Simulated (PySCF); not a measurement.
## A study: F3Sb

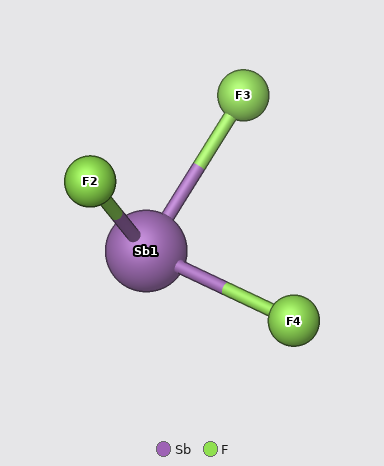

The molecule, with its atoms numbered as below. No frequency check shows the geometry to be a minimum.

Cartesian coordinates (Å):

```
Sb1      0.0032    0.0000    0.4025
F2       1.5318   -0.2948   -0.7690
F3      -0.5195    1.4791   -0.7574
F4      -1.0301   -1.1843   -0.7545
```

## 1. Bonding charge

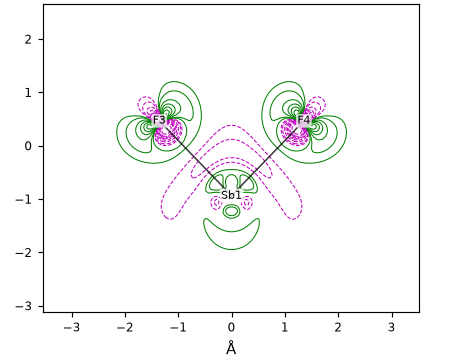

Deformation density (molecule less spherical, spin-averaged free atoms) in the plane of Sb1, F3 and F4; contours at ±0.05 to ±0.8 e/Å³; solid green lines: gain, dashed magenta lines: loss.

PySCF calculation, BLYP/def2-SVP, gas phase; geometry: GFN2-xTB. Core potentials replace the inner electrons of Sb; spin–orbit coupling isn't included.

**Describe the bonding that the map shows.**

Sb1–F3 and Sb1–F4: −0.06 e/Å³ at the bond critical point (bond length 1.95 Å, Mayer order 1.0). In all, 1.0 electrons gather in the regions of gain relative to the promolecule. A small or negative value marks a very polar bond, one between electron-rich atoms, whose free-atom densities already overlap strongly, a long bond to a heavier atom, or a closed-shell contact such as a hydrogen bond.

## 2. Bond critical points

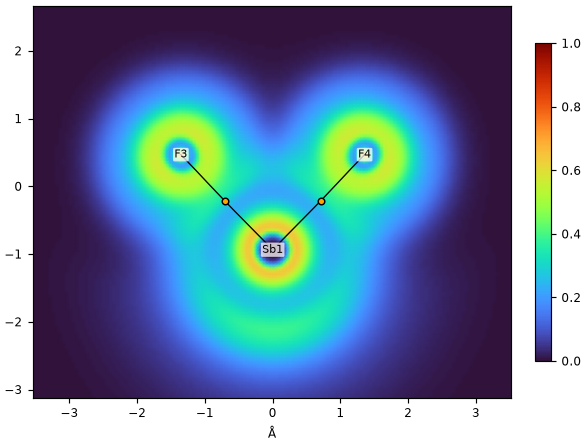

Localised orbital locator (LOL) in the plane of Sb1, F3 and F4, with bond paths and bond critical points (dots).

**What values does LOL take at the bond critical points in this plane?**

Sb1–F3 and Sb1–F4: about 0.31. Values above 0.5 mark slow, localised electrons, as in shared pairs; low values at a critical point mark a polar or closed-shell contact whose critical point lies between the shells.

## 3. Local ionisation energy

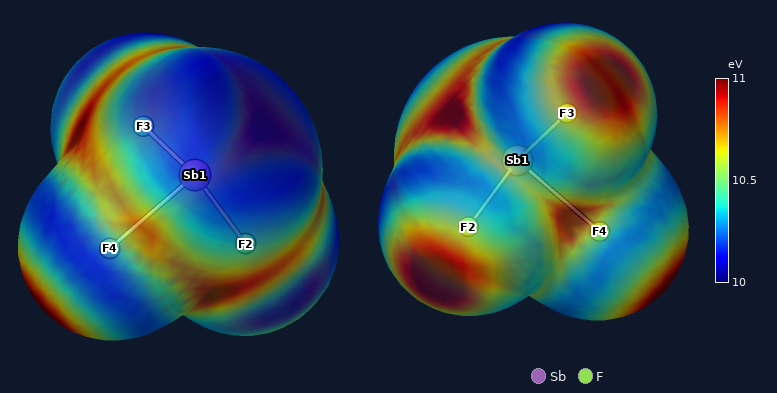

Average local ionisation energy on the surface of electron density 0.001 a.u. (back view left, front view right).

**Locate the minima of the map.**

The lowest value is 10.0 eV, 2.3 Å from Sb1. Further minima include 10.1 eV, 1.6 Å from F3, and at like points elsewhere. For comparison, the highest occupied orbital lies at −8.1 eV.

**What volume does the surface enclose, and what is the dipole moment?**

About 75 Å³; the dipole moment is 4.6 D.

The PySCF run shown took 6.1 s on 1 thread of Arm Neoverse V1, on a shared host.
